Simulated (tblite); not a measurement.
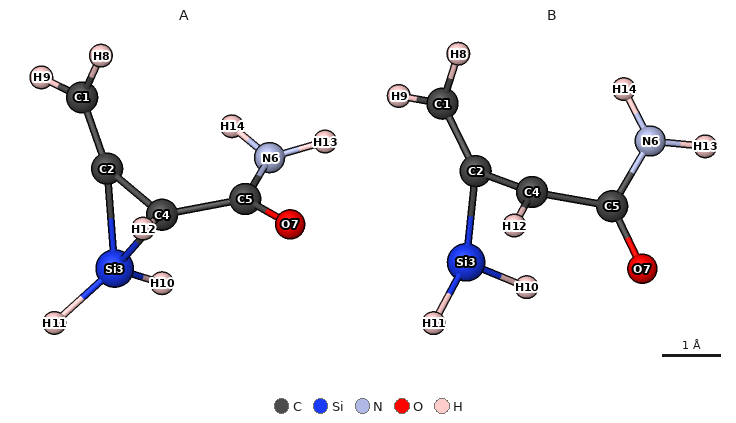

Two geometries of C4H7NOSi, drawn at one scale. One is the start of a relaxation, the other its converged end. The picture is a ball-and-stick view, seen face on.

Computed with GFN2-xTB geometry optimisation, gas phase in tblite. 

**Which one is relaxed?**

Structure A is the relaxed one. The largest move after the best rigid fit is that of O7, 1.37 Å. Largest moves by element: O 1.37 Å, H 1.20 Å, N 0.53 Å, C 0.41 Å, Si 0.31 Å. Among the contacts that change: Si3–C4 2.298 → 1.927 Å, C2–Si3 1.715 → 1.854 Å, C2–C4 1.413 → 1.506 Å, Si3–H10 1.496 → 1.451 Å. Among the angles between lasting bonds that change: Si3–C2–C4 94.1° → 69.1°, C1–C2–Si3 136.1° → 155.0°, C1–C2–C4 129.7° → 135.9°. After 111 geometry steps the energy has fallen by 1.491 eV. The run took 0.69 s on 1 thread of Arm Neoverse V1, on a shared host.
